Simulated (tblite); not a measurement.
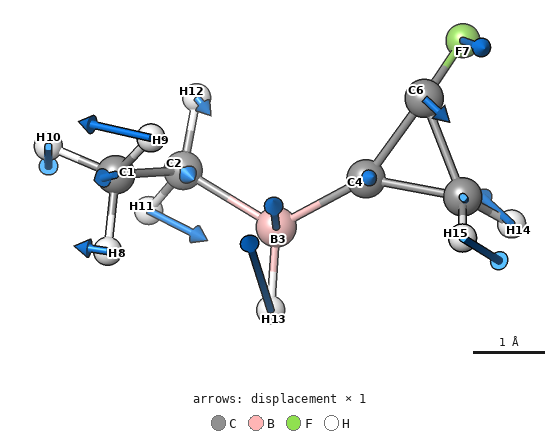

A relaxation of C5H8BF (charge +1, multiplicity 2). The starting structure is drawn; blue arrows show the displacements, at their true length. The two geometries are superimposed by the best rigid fit.

The picture is a ball-and-stick view, seen at a tilt.

Theory: tblite 0.8.0, GFN2-xTB geometry optimisation, gas phase. 

> Atoms of which element are displaced furthest, and by how much?

Hydrogen: up to 2.40 Å, against 1.55 Å for fluorine.

> Describe the change and its energy.

After 181 geometry steps the energy has fallen by 195.7 kJ/mol. An H atom moves most after the best rigid fit: 2.40 Å. By element the largest moves are H 2.40 Å, F 1.55 Å, B 1.16 Å, C 0.96 Å. Near-neighbour distances that change, for instance: C–C 1.486 → 1.344 Å, C–F 1.381 → 1.281 Å, B–C 1.563 → 1.486 Å, C–C 1.504 → 1.445 Å. Bond angles that change, for instance: C–C–F 117.2° → 146.7°, C–C–F 117.0° → 146.3°, C–C–B 108.2° → 118.0°. Groups turn about B–C by about 105°, B–C by about 65°.
